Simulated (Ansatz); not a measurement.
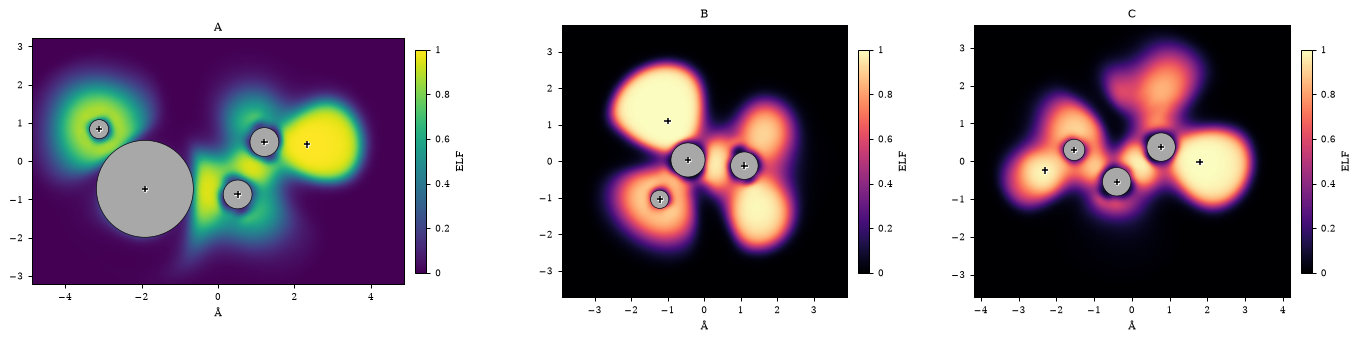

The electron localisation function of 3 systems, each on a plane through atoms (crosses mark nuclei in the plane; grey discs cover the cores).

Level of theory: isolated molecule in a Gaussian basis; Kohn-Sham density functional theory, functional PBE0 (Ansatz 0.2.0).

System 1: C$_{2}$H$_{5}$O$_{3}$ (SMILES O[CH]C(O)O) (doublet), the plane of atoms C1, C2 and O5. Geometry: PBE0-D3(BJ)/def2-SVP.

```xyz
10

C    -0.4311   -1.2634    1.1484
C    -0.1381    0.1964    1.2434
O    -0.1566   -1.8610   -0.0297
O    -1.1956    1.0234    0.8318
O     0.9942    0.3989    0.4333
H     0.5415   -1.3161   -0.4331
H    -1.2474   -1.7108    1.7190
H     0.0565    0.4965    2.2889
H    -1.5606    0.6436    0.0219
H     1.0804    1.3490    0.2949
```

System 2: C$_{2}$H$_{5}$CaF (SMILES C[CH2][Ca][F]), the plane of atoms C1, Ca3 and F4. Geometry: B3LYP-D3(BJ)/def2-SVP.

```csv
atom,x (Å),y (Å),z (Å)
C,-2.2378,-0.1912,-0.3696
C,-2.3601,-1.3474,-1.3769
Ca,-1.3360,1.8489,-1.3332
F,-0.7425,2.2577,-3.1626
H,-1.6113,-0.5155,0.4878
H,-3.2321,0.0092,0.0822
H,-1.3834,-1.6173,-1.8186
H,-3.0165,-1.0884,-2.2277
H,-2.7713,-2.2819,-0.9436
```

System 3: CH$_{5}$BFSi (SMILES FBC[SiH2]) (doublet), the plane of atoms C1, B2 and H5. Geometry: PBE0-D3(BJ)/def2-SVP.

```xyz
9

C    -1.2116    0.9452    1.8095
B    -0.5145    1.6585    0.6214
F    -1.2462    2.1961   -0.3494
Si   -1.2456   -0.8841    1.3112
H     0.6894    1.7167    0.4922
H    -0.6295    1.0098    2.7413
H    -2.2473    1.2817    1.9713
H    -1.9888   -1.0989    0.0305
H     0.1327   -1.4566    1.2065
```

Match each panel to its system.

Panel A is system 2, C$_{2}$H$_{5}$CaF: the plane holds C, Ca, F and H. C–C (1.54 Å): the ELF peaks at about 0.95 between the atoms: localised, covalent bonding. Panel B is system 3, CH$_{5}$BFSi: the plane holds C, B, F and H. B–F (1.33 Å): the ELF peaks at about 0.85 between the atoms (a shared but strongly polarised pair). Panel C is system 1, C$_{2}$H$_{5}$O$_{3}$: the plane holds C, O and H. C–C (1.49 Å): the ELF peaks at about 1 between the atoms (a shared electron pair).
